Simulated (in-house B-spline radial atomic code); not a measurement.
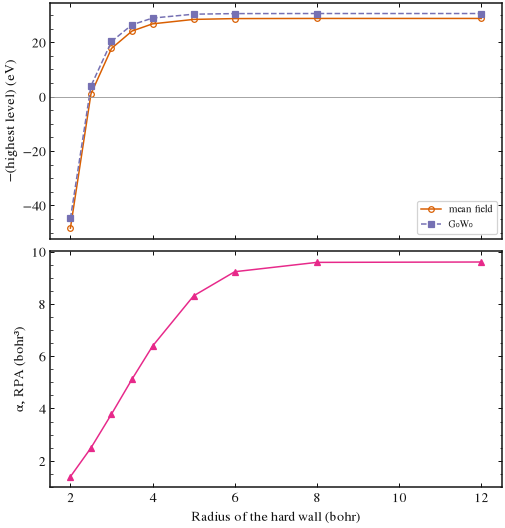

Sn²⁺ ([Kr] 4d¹⁰ 5s²) confined in a hard spherical wall, Hartree-Fock start. All-electron spherical atom, scalar X2C, no spin-orbit coupling, Breit or QED terms; computed with a B-spline radial code.

Question: What does confinement do?

Answer: As the wall closes from 12 to 2 bohr, the mean-field binding energy of 5s goes from 28.78 to −48.39 eV, so the level rises above zero, and the G₀W₀ value from 30.59 (at 12 bohr) to −44.84 eV (at 2 bohr). The RPA-screened polarisability falls from 9.60 to 1.39 bohr³, and the RPA correlation energy goes from −3.51 to −3.65 hartree.
